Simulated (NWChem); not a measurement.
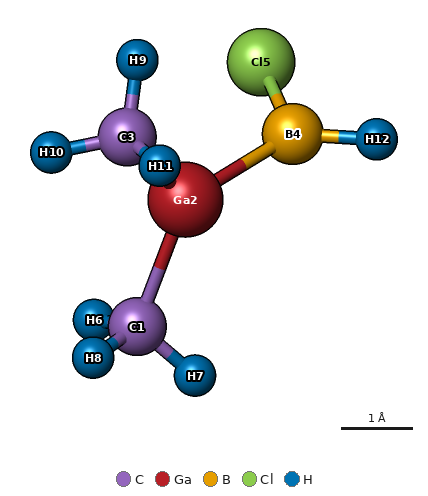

**Figure 1.** The structure as given in the input (ball-and-stick view, seen at a tilt; atoms are numbered from 1 in the order of the input). Sticks mark near contacts. Bond lengths as drawn: B–Cl 1.76 Å, B–Ga 2.09 Å, B–H 1.20 Å, C–Ga 1.98 Å and C–H 1.09 to 1.10 Å.

# Energy and gradient calculation of C2H7BClGa (part 1 of 2)

C2H7BClGa, SMILES [CH3][Ga]([CH3])[BH]Cl, computed with PBE/3-21G, RKS (NWChem 7.3.0).

The geometry comes from this level: PBE0-D4/def2-TZVP.

What the program printed
```
Northwest Computational Chemistry Package (NWChem) 7.3.0
             --------------------------------------------------------

           Job information
           ---------------

    nwchem branch   = 7.3.0
    use scalapack   = T
    input           = geom.nw
    prefix          = geom.
    data base       = ./geom.db
    status          = startup
    nproc           =        1

           Memory information
           ------------------

    heap     =     72089598 doubles =      550.0 Mbytes
    stack    =     72089595 doubles =      550.0 Mbytes
    global   =    144179200 doubles =     1100.0 Mbytes (distinct from heap & stack)
    total    =    288358393 doubles =     2200.0 Mbytes
    verify   = yes
    hardfail = no

           Directory information
           ---------------------

  0 permanent = .
  0 scratch   = .

                                NWChem Input Module
                                -------------------

                             Geometry "geometry" -> ""
                             -------------------------

 Output coordinates in a.u. (scale by  1.000000000 to convert to a.u.)

  No.       Tag          Charge          X              Y              Z
 ---- ---------------- ---------- -------------- -------------- --------------
    1 C                    6.0000    -3.09423756    -1.77464180    -0.45693578
    2 Ga                  31.0000     0.11319459     0.13020213    -0.20295659
    3 C                    6.0000     2.68284418    -1.10775745     2.21211340
    4 B                    5.0000     0.70732449     3.37750750    -2.38426745
    5 Cl                  17.0000    -0.23205837     6.32018902    -1.17446479
    6 H                    1.0000    -4.59770366    -0.69163976     0.46336085
    7 H                    1.0000    -3.66909224    -2.04921901    -2.42036122
    8 H                    1.0000    -2.97386200    -3.61277841     0.46997489
    9 H                    1.0000     4.04647055     0.33731611     2.75994501
   10 H                    1.0000     1.78654708    -1.86875016     3.90908746
   11 H                    1.0000     3.72975245    -2.65960055     1.32847747
   12 H                    1.0000     1.64595145     3.49467052    -4.43972256

      Atomic Mass
      -----------

      C                 12.000000
      Ga                68.925700
      B                 11.009310
      Cl                34.968850
      H                  1.007825

 Effective nuclear repulsion energy (a.u.)     378.4209541220

            Nuclear Dipole moment (a.u.)
            ----------------------------
        X                 Y               Z
 ---------------- ---------------- ----------------
     0.6003658000   104.0226201100   -25.5770653500

            XYZ format geometry
            -------------------
    12
 geometry
 C                    -1.63740012    -0.93910007    -0.24180002
 Ga                    0.05990000     0.06890000    -0.10740001
 C                     1.41970010    -0.58620004     1.17060008
 B                     0.37430003     1.78730013    -1.26170009
 Cl                   -0.12280001     3.34450024    -0.62150005
 H                    -2.43300017    -0.36600003     0.24520002
 H                    -1.94160014    -1.08440008    -1.28080009
 H                    -1.57370011    -1.91180014     0.24870002
 H                     2.14130015     0.17850001     1.46050011
 H                     0.94540007    -0.98890007     2.06860015
 H                     1.97370014    -1.40740010     0.70300005
 H                     0.87100006     1.84930013    -2.34940017

 ==============================================================================
                                internuclear distances
 ------------------------------------------------------------------------------
       center one      |      center two      | atomic units |       a.u.
 ------------------------------------------------------------------------------
    2 Ga               |   1 C                |     3.73906  |     3.73906
    3 C                |   2 Ga               |     3.73741  |     3.73741
    4 B                |   2 Ga               |     3.95678  |     3.95678
    5 Cl               |   4 B                |     3.31744  |     3.31744
    6 H                |   1 C                |     2.06888  |     2.06888
    7 H                |   1 C                |     2.06419  |     2.06419
    8 H                |   1 C                |     2.06213  |     2.06213
    9 H                |   3 C                |     2.06103  |     2.06103
   10 H                |   3 C                |     2.06450  |     2.06450
   11 H                |   3 C                |     2.07004  |     2.07004
   12 H                |   4 B                |     2.26266  |     2.26266
 ------------------------------------------------------------------------------
                         number of included internuclear distances:         11
 ==============================================================================

 ==============================================================================
                                 internuclear angles
 ------------------------------------------------------------------------------
        center 1       |       center 2       |       center 3       |  degrees
 ------------------------------------------------------------------------------
    2 Ga               |   1 C                |   6 H                |   109.06
    2 Ga               |   1 C                |   7 H                |   111.79
    2 Ga               |   1 C                |   8 H                |   111.93
    6 H                |   1 C                |   7 H                |   106.88
    6 H                |   1 C                |   8 H                |   108.00
    7 H                |   1 C                |   8 H                |   108.98
    1 C                |   2 Ga               |   3 C                |   117.71
    1 C                |   2 Ga               |   4 B                |   120.63
    3 C                |   2 Ga               |   4 B                |   121.66
    2 Ga               |   3 C                |   9 H                |   113.23
    2 Ga               |   3 C                |  10 H                |   110.78
    2 Ga               |   3 C                |  11 H                |   108.68
    9 H                |   3 C                |  10 H                |   109.10
    9 H                |   3 C                |  11 H                |   107.73
   10 H                |   3 C                |  11 H                |   107.10
    2 Ga               |   4 B                |   5 Cl               |   118.97
    2 Ga               |   4 B                |  12 H                |   127.27
    5 Cl               |   4 B                |  12 H                |   113.75
 ------------------------------------------------------------------------------
                            number of included internuclear angles:         18
 ==============================================================================

                      Basis "ao basis" -> "" (spherical)
                      -----
  [basis functions not shown]

 Summary of "ao basis" -> "" (spherical)
 ------------------------------------------------------------------------------
       Tag                 Description            Shells   Functions and Types
 ---------------- ------------------------------  ------  ---------------------
 C                           3-21G                   5        9   3s2p
 Ga                          3-21G                  10       22   5s4p1d
 B                           3-21G                   5        9   3s2p
 Cl                          3-21G                   7       13   4s3p
 H                           3-21G                   2        2   2s

  pbe96 is a nonlocal functional; adding pw91lda local functional.

                                 NWChem DFT Module
                                 -----------------

 Summary of "ao basis" -> "ao basis" (spherical)
 ------------------------------------------------------------------------------
       Tag                 Description            Shells   Functions and Types
 ---------------- ------------------------------  ------  ---------------------
 C                           3-21G                   5        9   3s2p
 Ga                          3-21G                  10       22   5s4p1d
 B                           3-21G                   5        9   3s2p
 Cl                          3-21G                   7       13   4s3p
 H                           3-21G                   2        2   2s

  Caching 1-el integrals
  itol2e modified to match energy
  convergence criterion.
  tol_rho modified to match energy
  convergence criterion.

            General Information
            -------------------
          SCF calculation type: DFT
          Wavefunction type:  closed shell.
          No. of atoms     :    12
          No. of electrons :    72
           Alpha electrons :    36
            Beta electrons :    36
          Charge           :     0
          Spin multiplicity:     1
          Use of symmetry is: off; symmetry adaption is: off
          Maximum number of iterations: 100
          AO basis - number of functions:    76
                     number of shells:    46
          Convergence on energy requested:  1.00D-08
          Convergence on density requested:  1.00D-05
          Convergence on gradient requested:  5.00D-04

              XC Information
              --------------
          PerdewBurkeErnzerhof Exchange Functional  1.000
            Perdew 1991 LDA Correlation Functional  1.000 local
           PerdewBurkeErnz. Correlation Functional  1.000 non-local

             Grid Information
             ----------------
          Grid used for XC integration:  xfine
          Radial quadrature: Mura-Knowles
          Angular quadrature: Lebedev.
          Tag              B.-S. Rad. Rad. Pts. Rad. Cut. Ang. Pts.
          ---              ---------- --------- --------- ---------
          C                   0.70      100          12.0      1454
          Ga                  1.30      160          10.0      1454
          B                   0.85      100          11.0      1454
          Cl                  1.00      125          13.0      1454
          H                   0.35      100          13.0      1202
          Grid pruning is: on
          Number of quadrature shells:  1285
          Spatial weights used:  Erf1

          Convergence Information
          -----------------------
          Convergence aids based upon iterative change in
          total energy or number of iterations.
          Levelshifting, if invoked, occurs when the
          HOMO/LUMO gap drops below (HL_TOL):  1.00D-02
          DIIS, if invoked, will attempt to extrapolate
          using up to (NFOCK): 10 stored Fock matrices.

                    Damping( 0%)  Levelshifting(0.5)       DIIS
                  --------------- ------------------- ---------------
          dE  on:    start            ASAP                start
          dE off:    2 iters        100 iters           100 iters
```
